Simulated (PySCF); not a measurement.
# One shape, several levels: AlH3Br− (SMILES [AlH3-][Br])

Aim: a comparison of 4 runs (M06-2X/STO-3G, PBE0/STO-3G, r2SCAN/STO-3G, wB97X-V/STO-3G) of AlH3Br−. Input form: a Python script.

Program for the calculation: PySCF 2.14.0.

## 1. The molecule

AlH3Br−: 5 atoms, total charge -1, spin state singlet. As SMILES, `[AlH3-][Br]`. The shape comes from GFN2-xTB, which is rough for such elements, and wasn't checked as a minimum.

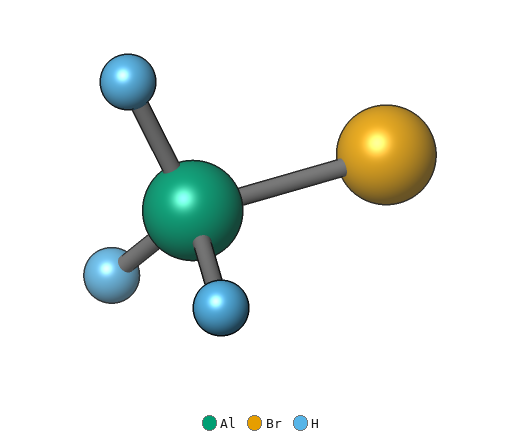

Viewed from a chosen angle; aluminium teal, bromine amber, hydrogen blue.

## 2. A single-point energy at M06-2X/STO-3G (run 1)

The input, calc.py:

```python
from pyscf import gto, dft

mol = gto.Mole()
mol.atom = '''
Al   0.111890  -0.001540  -0.142390
Br  -1.314590   0.020460   1.667290
H    0.134100   1.487580  -0.738230
H   -0.483530  -1.058610  -1.191520
H    1.552130  -0.447890   0.404850
'''
mol.max_memory = 1860
mol.charge = -1
mol.spin = 0
mol.basis = 'sto-3g'
mol.verbose = 4
mol.build()

myscf = dft.RKS(mol, xc='m06-2x')
myscf.conv_tol = 1e-10
myscf.grids.level = 5
myscf.kernel()
if not myscf.converged:
    myscf = myscf.newton().run(myscf.mo_coeff, myscf.mo_occ)

e_final = myscf.e_tot
print('Final energy', e_final)
```

Started as:

```sh
$ OMP_NUM_THREADS=1 python calc.py
```

Output:

```text
PySCF version 2.14.0

[... 68 lines left out ...]
converged SCF energy = -2787.31775976764
Final energy -2787.3177597676377
```

Run time: 4.5 s. Hardware: 1 thread of Arm Neoverse V2, shared host; peak memory 0.24 GiB.

## 3. The energy at PBE0/STO-3G (run 2)

The input, input.py:

```python
from pyscf import gto, dft

system = gto.M(
    atom=[
    ('Al', (0.111890, -0.001540, -0.142390)),
    ('Br', (-1.314590, 0.020460, 1.667290)),
    ('H', (0.134100, 1.487580, -0.738230)),
    ('H', (-0.483530, -1.058610, -1.191520)),
    ('H', (1.552130, -0.447890, 0.404850)),
],
    basis='sto-3g',
    charge=-1,
    max_memory=1860,
    verbose=4,
)

mf = dft.RKS(system, xc='pbe0')
mf.grids.level = 5
mf.conv_tol = 1e-10
mf.kernel()
if not mf.converged:
    mf = mf.newton().run(mf.mo_coeff, mf.mo_occ)

e_tot = mf.e_tot
print('E = %.10f Eh' % e_tot)
```

Started as:

```sh
$ OMP_NUM_THREADS=1 python input.py
```

Output:

```text
PySCF version 2.14.0

[... 66 lines left out ...]
converged SCF energy = -2786.94418787346
E = -2786.9441878735 Eh
```

Run time: 3.3 s. Hardware: 1 thread of Arm Neoverse V2, shared host; peak memory 0.24 GiB.

Run 3 isn't shown in full; the table further down has it.

## 4. The energy at wB97X-V/STO-3G (run 4)

The input, calc.py:

```python
# [AlH3-][Br]
from pyscf import gto, dft

mol = gto.M(
    atom='''
Al   0.111890  -0.001540  -0.142390
Br  -1.314590   0.020460   1.667290
H    0.134100   1.487580  -0.738230
H   -0.483530  -1.058610  -1.191520
H    1.552130  -0.447890   0.404850
''',
    spin=0,
    max_memory=1860,
    verbose=3,
    charge=-1,
    basis='sto-3g',
)

myscf = dft.RKS(mol, xc='wb97x-v')
myscf.grids.level = 5
myscf.conv_tol = 1e-10
myscf.nlcgrids.level = 1
myscf.kernel()
if not myscf.converged:
    myscf = myscf.newton().run(myscf.mo_coeff, myscf.mo_occ)

etot = myscf.e_tot
print(f'total energy: {etot:.8f} hartree')
```

Started as:

```sh
$ OMP_NUM_THREADS=1 python calc.py
```

Output:

```text
converged SCF energy = -2787.07800026189
total energy: -2787.07800026 hartree
```

Run time: 15 s. Hardware: 1 thread of Arm Neoverse V2, shared host; peak memory 0.24 GiB.

## 5. The series

| run | level | nlc grid | energy (Eh) | HOMO energy (eV) | LUMO energy (eV) | HOMO–LUMO gap (eV) | wall time |
| --- | --- | --- | --- | --- | --- | --- | --- |
| 1 | M06-2X/STO-3G | – | -2787.317760 | 0.74 | 15.58 | 14.84 | 4.5 s |
| 2 | PBE0/STO-3G | – | -2786.944188 | 2.00 | 14.69 | 12.69 | 3.3 s |
| 3 | r2SCAN/STO-3G | – | -2787.343058 | 3.03 | 13.98 | 10.95 | 4.5 s |
| 4 | wB97X-V/STO-3G | 1 | -2787.078000 | -0.44 | 17.17 | 17.62 | 15 s |

## 6. Summary of results

```
                                                    quantity           value
                                         run 4: total energy  -2787.07800 Eh
                                          run 4: HOMO energy        -0.44 eV
                                          run 4: LUMO energy        17.17 eV
run 4: HOMO–LUMO gap (to an unbound level, set by the basis)        17.62 eV
```

In words: The HOMO–LUMO gap runs from 10.95 eV (r2SCAN/STO-3G) to 17.62 eV (wB97X-V/STO-3G). The empty levels of an anion lie above zero and hang on the basis. Totals of different functionals can't be ranked against each other. In runs 1, 2, 3 the HOMO lies above zero, so the outermost electron may be held by the basis alone. In runs 1, 2, 3, 4 the basis is minimal, so dipoles, gaps and forces are rough. All runs together took 27 s, the longest 15 s.
